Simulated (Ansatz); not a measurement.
A computed series for Ta4GaSe8: pressure series

The parent structure is Ta₄GaSe₈ (space group F-43m, No. 216; a = 10.3374 Å).

Cell and atoms are relaxed at each pressure.

Calculations: PBEsol in Ansatz (plane waves to 420 eV, PAW, no spin-orbit coupling).

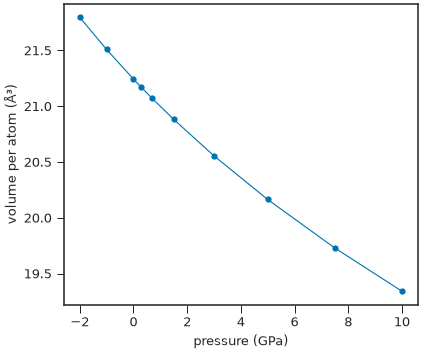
Volume per atom against pressure

### Question
From the plot, what is the volume per atom for pressure 3 GPa?

### Answer
About 20.6 Å³.

### Question
Is the trend monotonic over the range shown?

### Answer
Yes, it falls throughout, spanning 19.34 Å³ to 21.80 Å³.

Load acts through the strain it causes; cell and atoms are relaxed under it. Stability against distortions was not tested. Competing high-pressure phases were not computed. The final runs are not spin-polarised. An odd electron count without spin: Ta4GaSe8.

Ansatz is an electronic-structure program.
